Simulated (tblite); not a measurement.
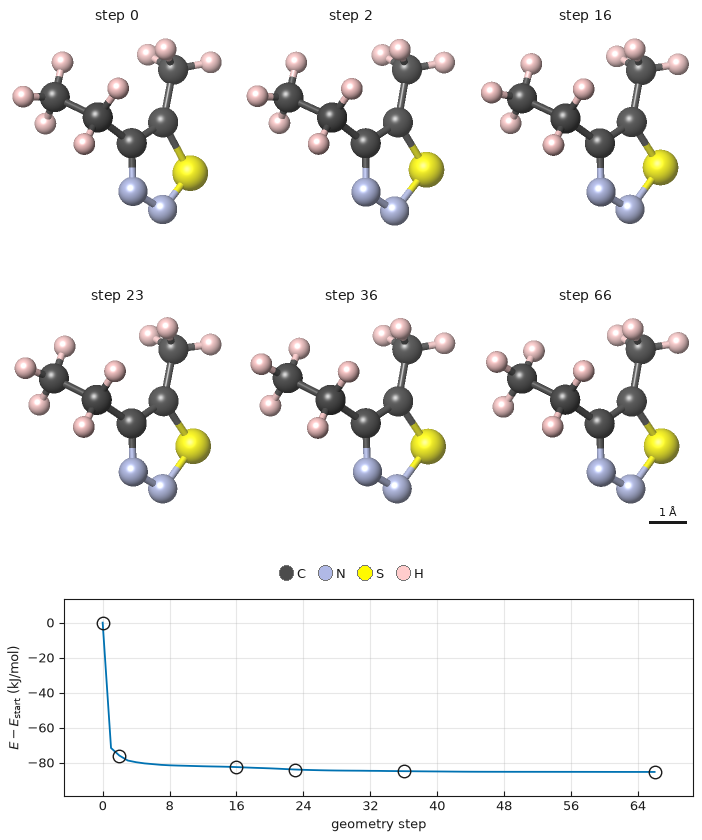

Frames of a relaxation of C₅H₈N₂S, marked on the history of the run. A ball-and-stick model, seen from a free direction.

Computed with GFN2-xTB geometry optimisation, gas phase in tblite 0.8.0. 

What happens along the run?

Over 66 geometry steps the energy falls by 85.3 kJ/mol. The largest move after the best rigid fit is that of an H atom, 0.44 Å. Largest moves by element: H 0.44 Å, S 0.22 Å, C 0.07 Å, N 0.03 Å. Some distances before and after: N–S 1.460 → 1.662 Å, C–S 1.780 → 1.720 Å, C–C 1.346 → 1.382 Å, N–N 1.284 → 1.254 Å. Bond angles that change, for instance: H–C–H 114.3° → 108.5°, C–C–S 102.5° → 107.4°, S–C–C 128.1° → 123.4°. Groups turn about C–C by about 25°. From step 0 to 2: the S atom moves most (0.13 Å), energy −75.9 kJ/mol. From step 2 to 16: an H atom moves most (0.10 Å), energy −6.58 kJ/mol. From step 16 to 23: H atoms move most (0.13 Å), energy −1.39 kJ/mol. From step 23 to 36: H atoms move most (0.12 Å), energy −0.95 kJ/mol. From step 36 to 66: an H atom moves most (0.11 Å), energy −0.44 kJ/mol.
